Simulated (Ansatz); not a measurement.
**C2H8BNSn: a ladder of functionals and wavefunction methods**

How much do the methods differ for C2H8BNSn? The plan is to run it at one geometry with functionals of several rungs and with coupled cluster, and see how far each lands from CCSD(T) at the basis-set limit for the atomisation energy.

The runs use Ansatz 0.2.0, Gaussian basis; functionals in def2-TZVPP, the program's frozen cores in correlated methods.

The runs, in order: PBE-D4, r2SCAN-D4, PBE0-D4, B3LYP-D4, ωB97X-V, ωB97M-V, B2PLYP; CCSD(T)/def2-TZVPP; MP2/def2-QZVPP; extrapolation to the limit.

## (1) The relaxed structure

An earlier PBE0-D4 in a triple-zeta def2 set relaxation fixed the geometry. Sn takes the def2 core potential; no spin-orbit term is included.

SMILES `C[CH]1B[NH][SnH2]1`, 13 atoms, charge 0, spin multiplicity 1.

Atoms are counted from 1 here; the program's logs count them from 0.

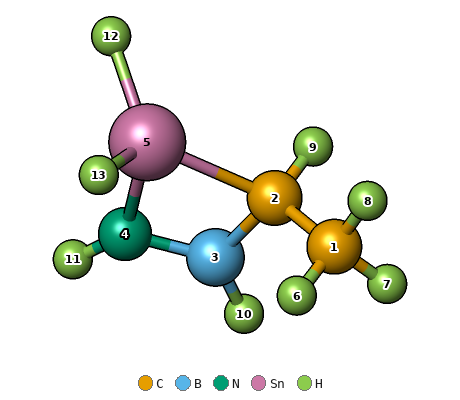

The structure; carbon amber, boron blue, nitrogen teal, tin pink, hydrogen green; atoms are numbered from 1 in the order of the file.

## (2) PBE-D4 (GGA)

in.yaml

```yaml
crystal:
  periodic: [false, false, false]
  atoms:
    - {symbol: C, position_ang: [-1.578093, 0.350053, 0.847665]}
    - {symbol: C, position_ang: [-0.210128, -0.278276, 0.642371]}
    - {symbol: B, position_ang: [0.018523, -1.183178, -0.664879]}
    - {symbol: N, position_ang: [1.102203, -0.682988, -1.389517]}
    - {symbol: Sn, position_ang: [1.430349, 0.910810, -0.117855]}
    - {symbol: H, position_ang: [-1.895775, 0.933402, -0.021023]}
    - {symbol: H, position_ang: [-2.334919, -0.427011, 1.002153]}
    - {symbol: H, position_ang: [-1.611424, 1.012247, 1.716620]}
    - {symbol: H, position_ang: [0.108022, -0.801398, 1.550466]}
    - {symbol: H, position_ang: [-0.642591, -2.137712, -0.980718]}
    - {symbol: H, position_ang: [1.484898, -1.057841, -2.242079]}
    - {symbol: H, position_ang: [3.007587, 0.909550, 0.555532]}
    - {symbol: H, position_ang: [1.141749, 2.417541, -0.883935]}
basis:
  gaussian: {orbitals: def2-TZVPP}
hamiltonian: {xc: pbe, dispersion: d4}
output: {forces: true, orbitals: {seedname: orbitals}}
```

Run with:

```
$ ansatz run in.yaml --threads 2 --pin off --events-out ev --progress --plain --max-ram 32768MiB --backend cuda --devices 0, --max-vram 18GiB
```

Further steps of the session: r2SCAN-D4 (meta-GGA); PBE0-D4 (hybrid); B3LYP-D4 (hybrid); ωB97X-V (range-separated); ωB97M-V (range-separated); B2PLYP (double hybrid); CCSD(T) in def2-TZVPP; MP2 in def2-QZVPP.

Before running them: what should the planned runs give, taken together? Wanted: atomisation energy, CCSD(T)/CBS; farthest; mean size of error, hybrid; mean size of error, range-separated; gap, smallest and largest; T1 diagnostic; triples share of the correlation energy.

The runs gave:

```
                               quantity                                           value
        atomisation energy, CCSD(T)/CBS                                   4644.9 kJ/mol
 functionals within 46.4 kJ/mol (1.0 %)  r2SCAN-D4, PBE0-D4, B3LYP-D4, ωB97X-V, ωB97M-V
                               farthest                           PBE-D4 (+74.8 kJ/mol)
             mean size of error, hybrid                                      6.8 kJ/mol
    mean size of error, range-separated                                      9.4 kJ/mol
              gap, smallest and largest            4.52 eV (PBE-D4), 10.38 eV (ωB97X-V)
                          T1 diagnostic                                          0.0134
triples share of the correlation energy                                           3.8 %
```

What this shows: PBE-D4 misses by +74.8 kJ/mol. Double hybrids carry the basis error of their MP2 part in triple zeta, and no dispersion term here, so their miss is partly the set-up's. Misses under about 46.4 kJ/mol are within the doubt on the reference itself, which lacks core-valence correlation, spin-orbit coupling and higher excitations, and its outer-core shells are covered unevenly. All levels share the lack of spin-orbit coupling, which lowers the free heavy atoms and so the true binding. Hartree-Fock recovers 73 % of the binding; the rest is correlation. Orbital gaps span 4.5 to 10.4 eV; exact exchange widens them. Correlated methods include outer-core shells of Sn, which these sets cover unevenly.
